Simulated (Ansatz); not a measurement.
# SiClOF2 (SMILES [O][Si](F)(F)Cl): UBHLYP/def2-SVP

What is the electronic atomisation energy of SiClOF2 at UBHLYP/def2-SVP? 

The calculation is run with Ansatz 0.2.0.

70 further runs of the same task are left out: 2 that didn't finish, 68 set aside as unsound or not needed. Runs told in other sessions of the task aren't counted.

## Step 1: The molecule

SiClOF2 has 5 atoms, charge 0, and is taken as a doublet. As SMILES, `[O][Si](F)(F)Cl`. The coordinates come from a PBE0-D4/def2-TZVP relaxation.

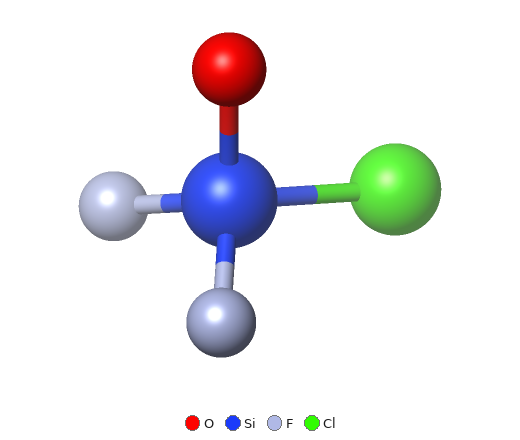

Viewed from a chosen angle; oxygen red, silicon blue, fluorine light blue, chlorine green.

## Step 2: The energy at UBHLYP/def2-SVP

Input file in.yaml:

```yaml
crystal:
  periodic: [false, false, false]
  atoms:
    - {symbol: O, position_ang: [-0.173100, 0.048700, 1.622400]}
    - {symbol: Si, position_ang: [0.071000, -0.092200, 0.005600]}
    - {symbol: F, position_ang: [-0.374600, -1.493300, -0.542700]}
    - {symbol: F, position_ang: [1.581700, 0.074400, -0.383900]}
    - {symbol: Cl, position_ang: [-1.055100, 1.388700, -0.742800]}
basis:
  gaussian: {orbitals: def2-SVP}
magnetization: {spin_polarized: true, initial_magnetization: 1}
hamiltonian: {xc: {name: BHLYP}}
accuracy: high
output: {orbitals: {seedname: orbitals}}
```

Started as:

```bash
$ ansatz run in.yaml --threads 1 --pin off --max-ram 2610MiB --events-out events.jsonl --progress --plain --runs-dir runs
```

The program printed:

```text
Warning: RAYON_NUM_THREADS=1 ignored (pool sized by the plan → 1); use --threads N
Functional definition: BHLYP
  name "BHLYP"
  parameter a = 0.5
  exchange = (1 - a)*b88_x + a*exact_x
  correlation = lyp_c
1499 factors; integrals over basis functions are off by at most 3.7e-9 eV
mean field evaluation 1: about -27857.7494 eV, gradient 4.7e1 eV
mean field evaluation 2: about -27837.9684 eV, gradient 8.5e1 eV
mean field evaluation 4: about -27868.7707 eV, gradient 8.5e0 eV
mean field evaluation 8: about -27869.2390 eV, gradient 7.7e-1 eV
mean field evaluation 16: about -27869.2479 eV, gradient 5.7e-3 eV
mean field evaluation 32: about -27869.2479 eV, gradient 1.9e-5 eV
mean field -27869.24787579 eV, -1024.1759689806 hartree, gradient 7.8e-8 eV, S^2 0.753215; 2 other end points of the search recorded, 0 dependent functions left out
reference -27869.24789625 eV, -1024.1759697324 hartree; 29, 28 occupied and 49, 50 virtual orbitals, 1499 factors
Total energy: -27869.24789625 eV, -1024.1759697324 hartree
```

Run time: 26 s. Hardware: 1 thread of Intel Xeon Platinum 8259CL at 2.50GHz (Skylake/Cascade Lake), shared host; peak memory 0.39 GiB.

## Step 3: The Cl atom, same level

Input file input.yaml:

```yaml
crystal:
  periodic: [false, false, false]
  atoms:
    - symbol: Cl
      position_ang: [0.000000, 0.000000, 0.000000]
basis:
  gaussian:
    orbitals: def2-SVP
magnetization:
  spin_polarized: true
  initial_magnetization: 1
hamiltonian:
  xc: {name: BHLYP}
accuracy: high
```

Run the same way, it converges to -459.99739 Eh (log not shown).

## Step 4: The F atom

Input file job.yaml:

```yaml
crystal:
  periodic: [false, false, false]
  atoms:
    - {symbol: F, position_ang: [0.000000, 0.000000, 0.000000]}
basis:
  gaussian: {orbitals: def2-SVP}
magnetization: {spin_polarized: true, initial_magnetization: 1}
hamiltonian: {xc: {name: BHLYP}}
accuracy: high
```

Run the same way, it converges to -99.61660 Eh (log not shown).

## Step 5: The O atom, same level

Input file in.yaml:

```yaml
crystal:
  periodic: [false, false, false]
  atoms:
    - symbol: O
      position_ang: [0.000000, 0.000000, 0.000000]
basis:
  gaussian:
    orbitals: def2-SVP
hamiltonian:
  xc: {name: BHLYP}
accuracy: high
magnetization:
  spin_polarized: true
  initial_magnetization: 2
```

Started as:

```bash
$ ansatz run in.yaml --threads 1 --pin off --max-ram 2610MiB --events-out events.jsonl --progress --plain --runs-dir runs
```

The program printed:

```text
Warning: RAYON_NUM_THREADS=1 ignored (pool sized by the plan → 1); use --threads N
[... 5 set-up lines as earlier in the session ...]
95 factors; integrals over basis functions are off by at most 1.2e-9 eV
mean field evaluation 1: about -2040.2976 eV, gradient 4.6e0 eV
mean field evaluation 2: about -2040.3699 eV, gradient 9.1e-1 eV
mean field evaluation 4: about -2040.3740 eV, gradient 3.8e-1 eV
mean field evaluation 8: about -2040.3747 eV, gradient 6.4e-4 eV
mean field -2040.37466898 eV, -74.9823860692 hartree, gradient 2.3e-8 eV, S^2 2.002903; 0 other end points of the search recorded, 0 dependent functions left out
reference -2040.37467668 eV, -74.9823863524 hartree; 5, 3 occupied and 9, 11 virtual orbitals, 95 factors
Total energy: -2040.37467668 eV, -74.9823863524 hartree
```

It took 0.48 s on 1 thread of Intel Xeon Platinum 8259CL at 2.50GHz (Skylake/Cascade Lake), shared host.

## Step 6: The Si atom

Input file molecule.yaml:

```yaml
basis:
  gaussian: {orbitals: def2-SVP}
crystal:
  periodic: [false, false, false]
  atoms:
    - symbol: Si
      position_ang: [0.000000, 0.000000, 0.000000]
magnetization: {spin_polarized: true, initial_magnetization: 2}
hamiltonian: {xc: {name: BHLYP}}
accuracy: high
```

Run the same way, it converges to -289.27962 Eh (log not shown).

## Step 7: Outcome

At UBHLYP/def2-SVP:

| quantity | value |
| --- | --- |
| molecule: total energy | -1024.17597 Eh |
| molecule: HOMO energy (highest over α and β) | -11.57 eV |
| molecule: LUMO energy (lowest over α and β) | -3.89 eV |
| molecule: ⟨S²⟩ | 0.753 |
| Cl atom: total energy | -459.99739 Eh |
| Cl atom: ⟨S²⟩ | 0.753 |
| F atom: total energy | -99.61660 Eh |
| F atom: ⟨S²⟩ | 0.751 |
| O atom: total energy | -74.98239 Eh |
| O atom: ⟨S²⟩ | 2.003 |
| Si atom: total energy | -289.27962 Eh |
| Si atom: ⟨S²⟩ | 2.004 |
| electronic atomisation energy | 18.596 eV |

Taking the molecule apart into free atoms costs 18.60 eV (429 kcal/mol), before zero-point energy and without spin-orbit coupling.
